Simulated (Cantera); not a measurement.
A closed system holds: 1 mol BN, 0.25 mol O2, 88 mol N2, at 10.0 Torr.

Method: chemical equilibrium by Gibbs-energy minimisation in Cantera with the NASA 1993 tables (ideal gas, pure condensed phases). Candidate condensed phases: B, BN, B2O3; 17 gas species. Mutual solubility and eutectic melting of coexisting phases are not modelled. Rates play no part.

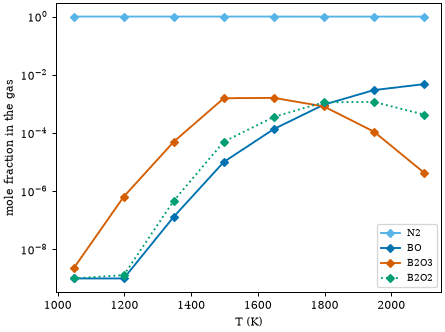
Fig. 1. Equilibrium gas composition (values under 1e-9 drawn at 1e-9)

From 1048 K to 1498 K the condensed part is BN(s) + B2O3(l). From 1648 K to 2098 K the condensed part is BN(s).
